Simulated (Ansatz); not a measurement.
One crystal and one scan (energy against volume) at two levels, PBE (plane waves to 420 eV, PAW, scalar-relativistic; Ansatz, an electronic-structure program) and PBEsol (plane waves to 420 eV, PAW, scalar-relativistic; Ansatz), each from its own relaxed cell and on its own mesh. The cell shown is that of PBE.

EuO (rock salt)

```xyz
2
Lattice="0.0000 2.5308 2.5308 2.5308 0.0000 2.5308 2.5308 2.5308 0.0000" Properties=species:S:1:pos:R:3 pbc="T T T"
O      0.0000     0.0000     0.0000
Eu     2.5308     2.5308     2.5308
```

The volume is varied about the relaxed value V₀ at fixed cell shape. Symmetry pins the atoms to their sites.

E stands for the smeared free energy. EuO is run spin-polarised and with no Hubbard U. EuO was relaxed with its symmetry unable to fall. Relaxed EuO ends ferromagnetic. The magnetic order is the one the run started from; other orders were not tried. The filling of the f shell was not checked against other fillings, so treat energies with care. (PBE) Relaxed EuO ends ferromagnetic. (PBEsol) Relaxed EuO ends ferromagnetic. Percentages come from the unrounded values. Both scans cover V/V₀ from 0.900 to 1.100.

```
quantity                                                   PBE  PBEsol     PBE − PBEsol
-------------------------------------------------------  -----  ------  ---------------
Lattice constant a (Å)                                   5.062   4.966  +0.096 (+1.9 %)
Magnetic moment of the relaxed cell (μB/cell)             6.95    6.89   +0.06 (+0.9 %)
Pressure at the smallest volume (GPa)                     12.9    15.2     -2.3 (-15 %)
Energy cost of the largest compression (meV/atom)           59      66       -7 (-10 %)
Energy cost of the largest expansion (meV/atom)             41      44        -3 (-8 %)
Bulk modulus B₀ (third-order Birch-Murnaghan fit) (GPa)   95.9   111.6    -15.7 (-14 %)
Pressure derivative B₀′ (fit)                              4.6     4.9      -0.3 (-7 %)
Pressure for 5 % compression (fit) (GPa)                   5.5     6.5     -1.0 (-15 %)
```

PBE gives the higher value for: lattice constant a. PBE gives the lower value for: pressure at the smallest volume; energy cost of the largest compression; energy cost of the largest expansion; bulk modulus B₀; pressure derivative B₀′; pressure for 5 % compression. They agree on: magnetic moment of the relaxed cell (within 1.5 %).

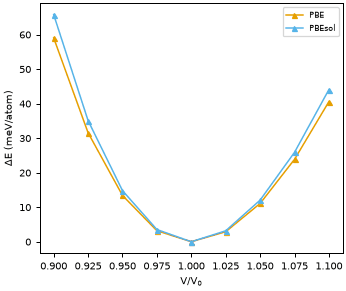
ΔE, each from the relaxed starting cell of its own level.

(Under strain, the slope of the energy per volume gives the stress and its curvature an elastic modulus.)
